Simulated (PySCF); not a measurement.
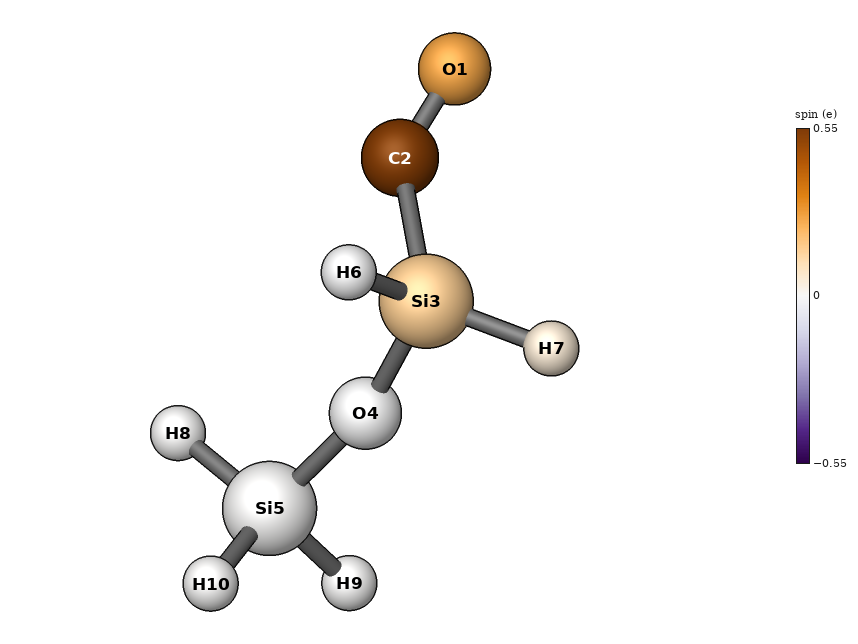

Atoms are coloured by their Mulliken spin populations. State: neutral, doublet. The geometry was computed by an optimisation with GFN2-xTB. No frequency run is at hand to confirm it as a minimum. Method: UKS B3LYP, pcH-1 on C H O Si, non-relativistic (PySCF 2.14.0).

Question: Which atom carries the largest spin population?

Answer: C2 (0.54 e).

Question: Which atom has the lowest spin population?

Answer: O4, Si5, H6, H8, H9, H10 (0.00 e).

List the Mulliken spin populations.

| atom | value (e) |
| --- | --- |
| O1 | 0.26 |
| C2 | 0.54 |
| Si3 | 0.15 |
| O4 | 0.00 |
| Si5 | 0.00 |
| H6 | 0.00 |
| H7 | 0.05 |
| H8 | 0.00 |
| H9 | 0.00 |
| H10 | 0.00 |

Mulliken values depend strongly on the basis set. The geometry is semi-empirical. Around Si such bond lengths and angles can be off by a tenth of an ångström or more and by several degrees, and values that hang on the shape move with them.
